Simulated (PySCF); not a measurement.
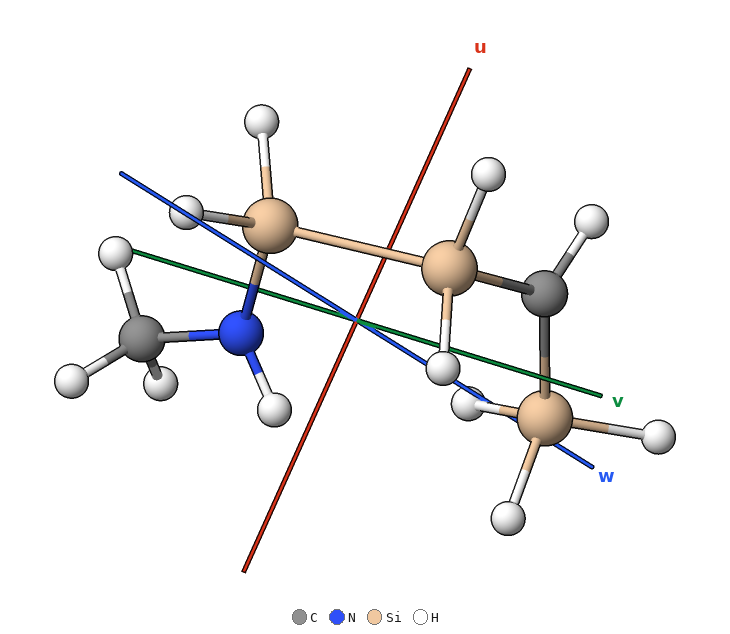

The lines u, v and w are the principal axes of the g tensor. The species is neutral and a spin doublet. The geometry was computed by an optimisation with GFN2-xTB. No frequency run is at hand to confirm it as a minimum. Method: UKS B3LYP, pcH-1 on C H N Si, non-relativistic, mean-field spin-orbit, GIAO (PySCF 2.14.0).

Question: Along which axis does g lie farthest from the free-electron value?

Answer: Along u: the shift is 917 ppm.

Give the principal values and shifts.

```tsv
axis	g	shift (ppm)
u	2.00324	917
v	2.00212	−200
w	2.00268	361
```

The geometry is semi-empirical. Around Si such bond lengths and angles can be off by a tenth of an ångström or more and by several degrees, and values that hang on the shape move with them.
